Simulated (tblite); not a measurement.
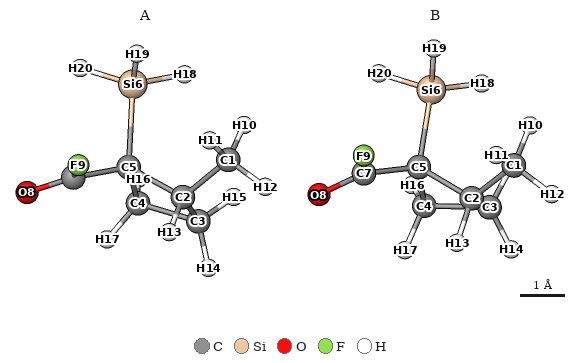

Two geometries of C$_{6}$H$_{11}$FOSi, drawn at one scale. One is the start of a relaxation, the other its converged end. A ball-and-stick model, seen at a tilt.

Computed with GFN2-xTB geometry optimisation, gas phase in tblite 0.8.0. 

> Which one is relaxed?

Structure A is the relaxed one. Over 68 geometry steps the energy falls by 18.3 kcal/mol. The largest move after the best rigid fit is that of H15, 0.74 Å. Largest moves by element: H 0.74 Å, C 0.33 Å, Si 0.28 Å, F 0.26 Å, O 0.08 Å. Some distances before and after: C5–Si6 1.867 → 1.924 Å, C7–O8 1.240 → 1.184 Å, C2–C5 1.501 → 1.551 Å, C2–H13 1.143 → 1.094 Å. Among the angles between lasting bonds that change: C5–C7–O8 122.6° → 130.9°, H14–C3–H15 117.0° → 109.1°, C1–C2–H13 116.3° → 108.7°.
